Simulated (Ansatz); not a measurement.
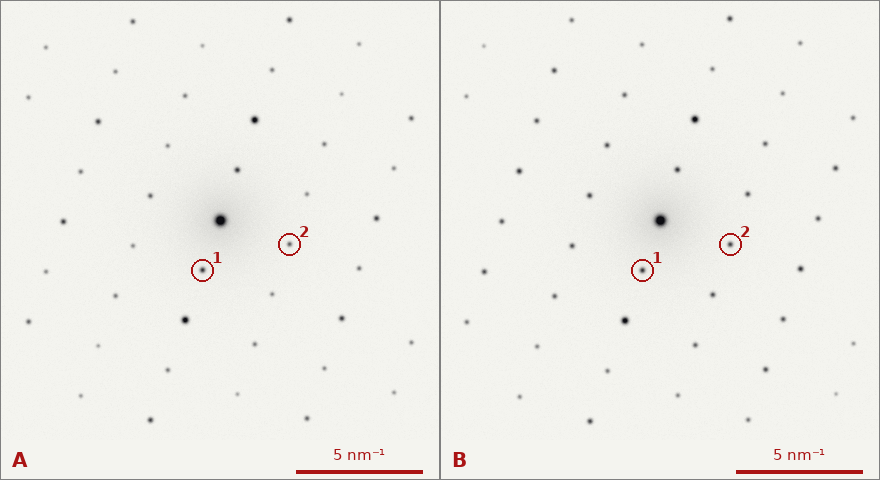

Kinematic electron diffraction patterns (300 kV, B = 0.5 Å², same scale) along [011] of the run's own cell, for the start and the end of one relaxation of CuAuS3 with Ansatz 0.2.0, DFT PBE, scalar-relativistic, plane waves, PAW. k mesh 8×8×8. The start is a generated model structure, and the relaxation ends in the nearest stationary point of its symmetry, not necessarily the ground state. Spot 1 is -1 0 0 and spot 2 is 0 -1 1 in both.

Start structure:

```
CELL_PARAMETERS angstrom
4.75109 0.00000 0.00000
0.00000 4.75109 0.00000
0.00000 0.00000 4.90909
ATOMIC_POSITIONS crystal
Cu 0.00000 0.00000 0.28704
S 0.50000 0.50000 0.99501
S 0.00000 0.50000 0.33260
S 0.50000 0.00000 0.33260
Au 0.50000 0.50000 0.51276
```

Which pattern belongs to the start structure, and which to the relaxed one?

A is the start: its cell gives d(1) = 4.751 Å, d(2) = 3.414 Å and an angle of 90.0°. B is the relaxed structure, with d(1) = 4.723 Å (-0.6 %), d(2) = 3.378 Å (-1.0 %) and 90.0°.

Name reflections whose intensity changes strongly on relaxation.

0 2 -2 goes from 6.4 to 29 % of the strongest spot; 2 2 -2 goes from 3.8 to 17 % of the strongest spot; 1 -1 1 goes from 3.5 to 15 % of the strongest spot.

Summarise the relaxation behind the change.

The volume changed by -2.7 % to 21.57 Å³ an atom; with the mean shift removed, the atoms moved by up to 0.57 Å relative to the cell (Au most); the space group stayed P4mm (No. 99); the free energy fell by 48 meV an atom. Relaxed cell: a = 4.723 Å, b = 4.723 Å, c = 4.834 Å, α = 90.00°, β = 90.00°, γ = 90.00°.
